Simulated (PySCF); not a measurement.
**C5H7N2O+: NMR shifts at several levels of theory, part 1 of 2**

How much do the NMR shifts of C5H7N2O+ (`C[n+]1ccc[n+]([O-])c1`) depend on the level of theory, and what does each level cost?

The runs use PySCF 2.14.0, with density-fitted response routines of our own; the level of theory stands in each step. All values are computed, except where a source is named. Atoms count from 0, in the outputs and in this text.

## (1) The starting structure

15 atoms, charge 1, multiplicity 1; geometry from: GFN2-xTB.

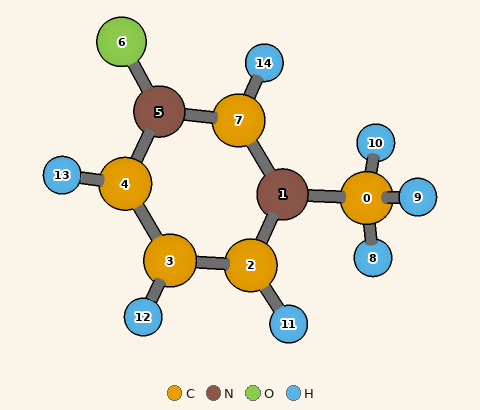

The starting geometry (carbon amber, nitrogen brown, oxygen green, hydrogen blue), atoms numbered.

## (2) Relaxing the molecule at PBE0-D3(BJ)/def2-SVP

The job: settings as JSON, then the geometry in Å.

```
{"job": {"xc": "PBE0", "basis": "def2-SVP", "d3": "d3bj", "grid": 1, "kind": "geom"}, "charge": 1, "multiplicity": 1}
C      2.562670    -0.466430    -0.095910
N      1.118470    -0.404370    -0.048780
C      0.409690    -1.535900     0.005940
C     -0.977200    -1.457500     0.064850
C     -1.587800    -0.230690     0.066880
N     -0.841690     0.919650     0.021660
O     -1.350700     2.031600     0.032380
C      0.513740     0.777230    -0.039030
H      2.882930    -1.245310    -0.786970
H      2.956000    -0.706250     0.894060
H      2.980810     0.485710    -0.414040
H      0.939880    -2.474790     0.001090
H     -1.568260    -2.358510     0.107710
H     -2.659280    -0.090270     0.105540
H      1.085880     1.695650    -0.077340
```

Standard output:

```text
step   0  E = -378.44358952  max force = 0.014452
step   1  E = -378.44501736  max force = 0.006684
step   2  E = -378.44487098  max force = 0.005958
step   3  E = -378.44513885  max force = 0.002200
step   4  E = -378.44516172  max force = 0.001083
step   5  E = -378.44515863  max force = 0.001772
step   6  E = -378.44516975  max force = 0.000198
optimisation converged
```

It took 17 s on 8 threads of AMD EPYC 9R45 (Zen 5), shared host.

Step by step: (the energy doesn't fall at every step)

| step | energy from step 0 (eV) | largest force component (eV/Å) |
| --- | --- | --- |
| 0 | 0.0000 | 0.7432 |
| 1 | -0.0389 | 0.3437 |
| 2 | -0.0349 | 0.3064 |
| 3 | -0.0422 | 0.1131 |
| 4 | -0.0428 | 0.0557 |
| 5 | -0.0427 | 0.0911 |
| 6 | -0.0430 | 0.0102 |

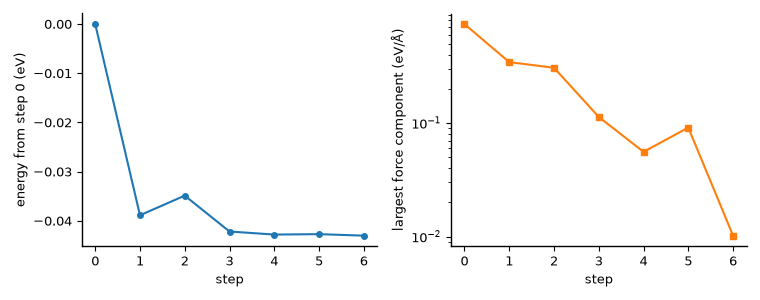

Energy and force, step by step.

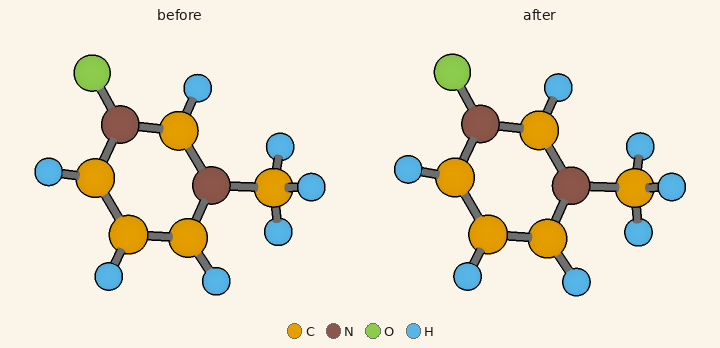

The geometry before (left) and after (right).

Distances of close pairs at the start and the end, largest changes first:

| bond | before (Å) | after (Å) | change (Å) |
| --- | --- | --- | --- |
| C0–N1 | 1.446 | 1.474 | +0.028 |
| C3–H12 | 1.078 | 1.091 | +0.013 |
| C2–H11 | 1.078 | 1.090 | +0.012 |
| C4–N5 | 1.372 | 1.383 | +0.011 |
| C4–H13 | 1.081 | 1.092 | +0.010 |
| N1–C2 | 1.336 | 1.346 | +0.009 |
| C0–H10 | 1.087 | 1.095 | +0.008 |
| C7–H14 | 1.083 | 1.090 | +0.007 |

The next job starts from the end point, and lists it.

| at the end point | value |
| --- | --- |
| point group (found at 0.08 Å tolerance) | C1 |
| rotational constants (GHz, main isotopes) | 3.886, 1.952, 1.311 |

## (3) Shielding tensors: PBE0/pcSseg-2

The job: settings as JSON, then the geometry in Å.

```
{"job": {"kind": "nmr", "xc": "PBE0", "basis": "pcSseg-2", "pop": false}, "charge": 1, "multiplicity": 1}
C      2.583259    -0.479137    -0.087005
N      1.111218    -0.414839    -0.053784
C      0.396025    -1.553372     0.000692
C     -0.988828    -1.459584     0.067217
C     -1.595667    -0.225488     0.074612
N     -0.834530     0.927628     0.017436
O     -1.338920     2.046574     0.021882
C      0.526673     0.784112    -0.046983
H      2.888021    -1.259245    -0.794605
H      2.952588    -0.714862     0.920414
H      2.982143     0.486953    -0.413871
H      0.945476    -2.494765    -0.009292
H     -1.598627    -2.363742     0.111120
H     -2.671402    -0.045775     0.122208
H      1.107709     1.705363    -0.092000
```

Method: GIAO PBE0/pcSseg-2 NMR shielding, non-relativistic, gas phase.

Standard output:

```text
coarse grid: 12984 points
cycle   1  E = -378.6406719880  dE =  1.987e+00  |g| = 9.804e-01  |ddm| = 2.808e+00
cycle   2  E = -374.8930039707  dE =  3.748e+00  |g| = 3.299e+00  |ddm| = 2.365e+00
cycle   3  E = -378.6723154781  dE = -3.779e+00  |g| = 8.075e-01  |ddm| = 2.373e+00
cycle   4  E = -378.8330289339  dE = -1.607e-01  |g| = 2.348e-01  |ddm| = 5.415e-01
cycle   5  E = -378.8414006574  dE = -8.372e-03  |g| = 1.202e-01  |ddm| = 2.136e-01
cycle   6  E = -378.8446046255  dE = -3.204e-03  |g| = 5.251e-02  |ddm| = 9.839e-02
cycle   7  E = -378.8452019406  dE = -5.973e-04  |g| = 9.494e-03  |ddm| = 4.214e-02
cycle   8  E = -378.8452163201  dE = -1.438e-05  |g| = 5.772e-03  |ddm| = 1.063e-02
cycle   9  E = -378.8452237777  dE = -7.458e-06  |g| = 1.993e-03  |ddm| = 4.675e-03
final grid: 126840 points
cycle  10  E = -378.8474156968  dE = -1.007e-04  |g| = 1.344e-02  |ddm| = 7.606e-02
cycle  11  E = -378.8472560209  dE =  1.597e-04  |g| = 3.072e-02  |ddm| = 3.690e-02
cycle  12  E = -378.8474495787  dE = -1.936e-04  |g| = 4.010e-03  |ddm| = 3.045e-02
cycle  13  E = -378.8474531600  dE = -3.581e-06  |g| = 8.550e-04  |ddm| = 3.917e-03
cycle  14  E = -378.8474532886  dE = -1.286e-07  |g| = 3.615e-04  |ddm| = 7.606e-04
cycle  15  E = -378.8474533211  dE = -3.242e-08  |g| = 1.038e-04  |ddm| = 2.974e-04
cycle  16  E = -378.8474533233  dE = -2.283e-09  |g| = 2.471e-05  |ddm| = 6.963e-05
cycle  17  E = -378.8474533235  dE = -1.323e-10  |g| = 5.580e-06  |ddm| = 1.813e-05
converged SCF energy = -378.8474533235

GIAO shielding tensors (ppm)
atom      isotropic    diamagn.    paramagn.     s11        s22        s33       span
  0 C      134.444     240.448    -106.004    100.408    117.971    184.952     84.544
  1 N       26.183     324.820    -298.637   -137.111      8.015    207.646    344.757
  2 C       43.428     257.825    -214.397    -41.392     24.835    146.839    188.231
  3 C       48.955     256.656    -207.701    -64.168     36.492    174.541    238.709
  4 C       17.278     256.552    -239.275    -62.649    -11.257    125.739    188.388
  5 N      -86.841     309.366    -396.207   -201.518   -181.906    122.901    324.418
  6 O     -237.737     389.072    -626.809   -731.626   -196.722    215.138    946.764
  7 C       25.686     260.903    -235.218    -46.349     21.308    102.098    148.447
  8 H       26.960      26.517       0.443     22.829     25.992     32.059      9.230
  9 H       26.784      26.513       0.271     23.532     24.610     32.210      8.678
 10 H       27.271      27.522      -0.251     22.874     26.679     32.259      9.385
 11 H       23.344      29.740      -6.396     19.754     22.740     27.536      7.782
 12 H       23.164      28.630      -5.467     20.670     22.729     26.092      5.422
 13 H       22.210      29.499      -7.290     20.087     21.520     25.021      4.934
 14 H       22.367      32.404     -10.037     18.970     21.510     26.619      7.649
```

Run time: 28 s. Hardware: 8 threads of AMD EPYC 9R45 (Zen 5), shared host.

Shifts follow as δ = σ(reference) − σ, with reference shieldings (ppm) from runs at the same level and on the same kind of geometry: 1H TMS 31.25, 13C TMS 184.1, 15N NH3 261.7, 17O H2O 328.2. The references are single molecules in the gas phase, so shifts against H2O, NH3, PH3, H3PO4 or CFCl3 are not on the usual liquid scales and can be off by tens of ppm. Atoms listed in one row are averaged.

| atoms | environment | σ (ppm) | δ (ppm) |
| --- | --- | --- | --- |
| C4 | aromatic CH next to a ring nitrogen | 17.3 | 166.8 |
| C7 | aromatic CH between two ring heteroatoms | 25.7 | 158.4 |
| C2 | aromatic CH next to a ring nitrogen | 43.4 | 140.7 |
| C3 | aromatic CH | 49.0 | 135.2 |
| C0 | methyl carbon bonded to N | 134.4 | 49.7 |
| H13 | hydrogen on an aromatic CH next to a ring nitrogen | 22.21 | 9.04 |
| H14 | hydrogen on an aromatic CH between two ring heteroatoms | 22.37 | 8.88 |
| H12 | hydrogen on an aromatic CH | 23.16 | 8.08 |
| H11 | hydrogen on an aromatic CH next to a ring nitrogen | 23.34 | 7.90 |
| H8, H9, H10 | hydrogen on a methyl carbon bonded to N | 27.00 | 4.24 |
| N5 | cationic ring nitrogen | -86.8 | 348.5 |
| N1 | cationic ring nitrogen | 26.2 | 235.5 |
| O6 | oxygen bonded to N | -237.7 | 565.9 |

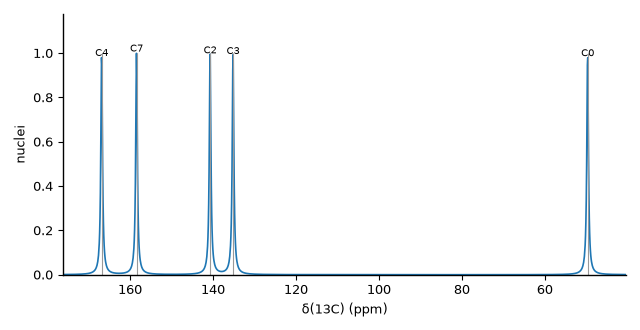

13C lines at the computed shifts, without couplings. Lines are broadened to a width of 0.47 ppm (Lorentzian).

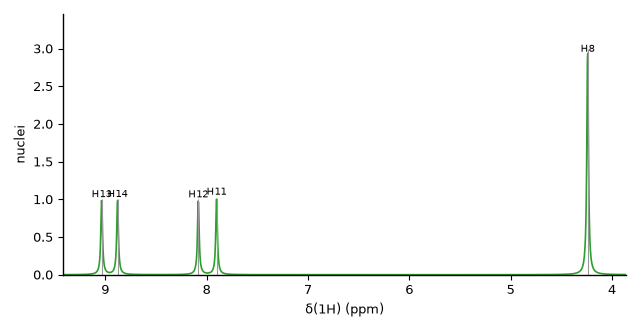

1H lines at the computed shifts, without couplings. Lines are broadened to a width of 0.02 ppm (Lorentzian).

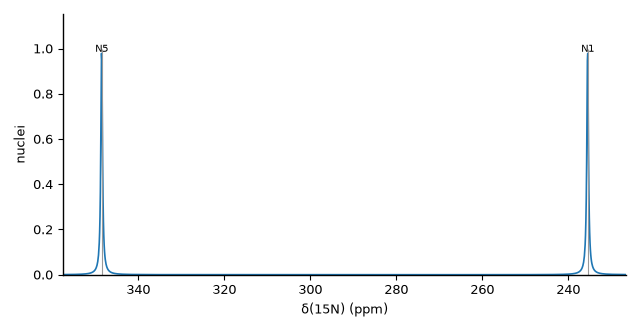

15N lines at the computed shifts, without couplings. Lines are broadened to a width of 0.45 ppm (Lorentzian).

Ring of atoms N1, C2, C3, C4, N5, C7: NICS(0) -5.1, NICS(1) -6.5, NICS(1)zz -17.6 ppm (means of both faces).

## (4) Nuclear shieldings: PBE/pcSseg-2

The job, as its differences from that of step 3:

```diff
@@ -1,2 +1,2 @@
-{"job": {"kind": "nmr", "xc": "PBE0", "basis": "pcSseg-2", "pop": false}, "charge": 1, "multiplicity": 1}
+{"job": {"kind": "nmr", "xc": "PBE", "basis": "pcSseg-2", "pop": false}, "charge": 1, "multiplicity": 1}
 C      2.583259    -0.479137    -0.087005
```

With the program's defaults for keys left out, this is: GIAO PBE/pcSseg-2 NMR shielding, non-relativistic, gas phase.

Standard output:

```text
coarse grid: 12984 points
cycle   1  E = -378.6261761230  dE =  1.681e+00  |g| = 1.028e+00  |ddm| = 2.798e+00
cycle   2  E = -374.0899035535  dE =  4.536e+00  |g| = 3.514e+00  |ddm| = 2.609e+00
cycle   3  E = -378.5317953416  dE = -4.442e+00  |g| = 1.057e+00  |ddm| = 2.566e+00
cycle   4  E = -378.8260246720  dE = -2.942e-01  |g| = 2.779e-01  |ddm| = 7.803e-01
cycle   5  E = -378.8183195103  dE =  7.705e-03  |g| = 2.978e-01  |ddm| = 3.136e-01
cycle   6  E = -378.8399877268  dE = -2.167e-02  |g| = 1.146e-01  |ddm| = 2.402e-01
cycle   7  E = -378.8425987157  dE = -2.611e-03  |g| = 3.533e-02  |ddm| = 1.030e-01
cycle   8  E = -378.8428552837  dE = -2.566e-04  |g| = 1.573e-02  |ddm| = 2.621e-02
cycle   9  E = -378.8428964794  dE = -4.120e-05  |g| = 8.920e-03  |ddm| = 1.260e-02
cycle  10  E = -378.8429143501  dE = -1.787e-05  |g| = 2.667e-03  |ddm| = 7.862e-03
cycle  11  E = -378.8429158872  dE = -1.537e-06  |g| = 1.412e-03  |ddm| = 2.760e-03
final grid: 126840 points
cycle  12  E = -378.8493856468  dE = -1.518e-04  |g| = 1.902e-02  |ddm| = 1.101e-01
cycle  13  E = -378.8484569158  dE =  9.287e-04  |g| = 6.671e-02  |ddm| = 6.512e-02
cycle  14  E = -378.8494166697  dE = -9.598e-04  |g| = 1.339e-02  |ddm| = 6.627e-02
cycle  15  E = -378.8494610132  dE = -4.434e-05  |g| = 3.197e-03  |ddm| = 1.260e-02
cycle  16  E = -378.8494632076  dE = -2.194e-06  |g| = 1.111e-03  |ddm| = 2.986e-03
cycle  17  E = -378.8494635354  dE = -3.278e-07  |g| = 4.000e-04  |ddm| = 1.160e-03
cycle  18  E = -378.8494635752  dE = -3.986e-08  |g| = 7.844e-05  |ddm| = 3.434e-04
cycle  19  E = -378.8494635764  dE = -1.152e-09  |g| = 4.632e-05  |ddm| = 7.691e-05
cycle  20  E = -378.8494635769  dE = -4.794e-10  |g| = 1.466e-05  |ddm| = 3.754e-05
converged SCF energy = -378.8494635769

GIAO shielding tensors (ppm)
atom      isotropic    diamagn.    paramagn.     s11        s22        s33       span
  0 C      128.825     240.734    -111.909     93.670    111.783    181.021     87.352
  1 N       24.168     322.658    -298.491   -130.654      7.174    195.983    326.637
  2 C       43.191     257.930    -214.739    -36.809     25.736    140.645    177.454
  3 C       45.322     256.631    -211.308    -65.364     33.185    168.147    233.511
  4 C       16.185     256.400    -240.215    -59.796    -10.347    118.698    178.494
  5 N      -76.641     309.136    -385.777   -179.046   -159.111    108.234    287.279
  6 O     -261.126     389.548    -650.673   -794.674   -190.897    202.193    996.867
  7 C       25.254     260.754    -235.501    -40.885     21.683     94.962    135.847
  8 H       26.975      26.761       0.214     23.081     26.052     31.792      8.712
  9 H       26.767      26.718       0.048     23.689     24.687     31.925      8.236
 10 H       27.307      27.735      -0.428     23.188     26.738     31.993      8.805
 11 H       23.518      30.017      -6.499     20.304     22.712     27.538      7.234
 12 H       23.257      28.622      -5.365     21.088     22.518     26.165      5.077
 13 H       22.471      29.731      -7.261     20.739     21.664     25.008      4.269
 14 H       22.636      32.650     -10.013     19.609     21.643     26.657      7.048
```

Run time: 21 s. Hardware: 8 threads of AMD EPYC 9R45 (Zen 5), shared host.

This run: δ C4 163.2, C7 154.1, C2 136.2, C3 134.1, H13 8.71, H14 8.54 ppm.

(Continued in part 2 of 2.)
